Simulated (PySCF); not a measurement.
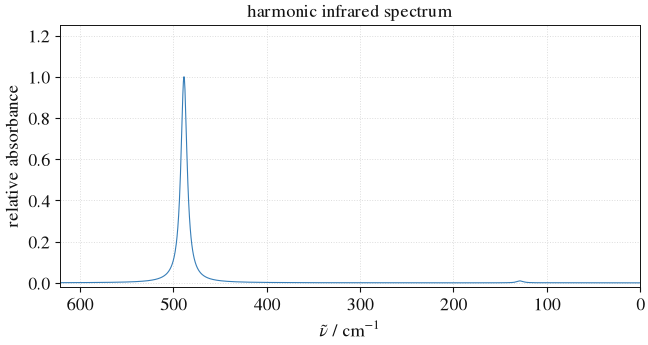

Unscaled harmonic wavenumbers and double-harmonic intensities, B3LYP/def2-SVP (ECP) in PySCF, isolated molecule. Structures are the lowest points that the searches found. Degenerate modes count as one line, with their intensities summed. Lorentzian lines of 8 cm⁻¹ full width. Close modes add up in the curve.

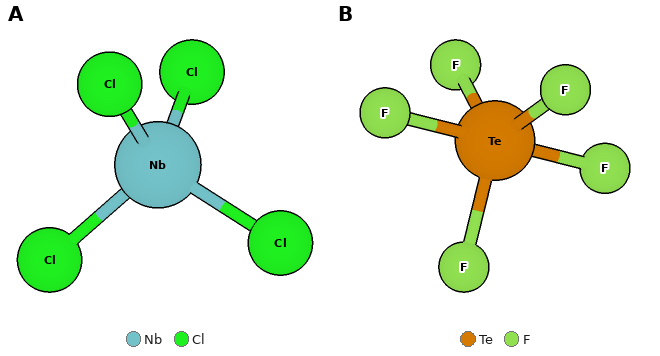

### Whose IR spectrum is this? Choose among the lettered structures. Charge and spin: A +1 singlet; B +1 singlet.

Structure A, NbCl₄⁺, singlet. It has its most intense lines at 488.4 cm⁻¹.

Caveats: closed-shell stability not tested; double-zeta basis on some or all atoms.
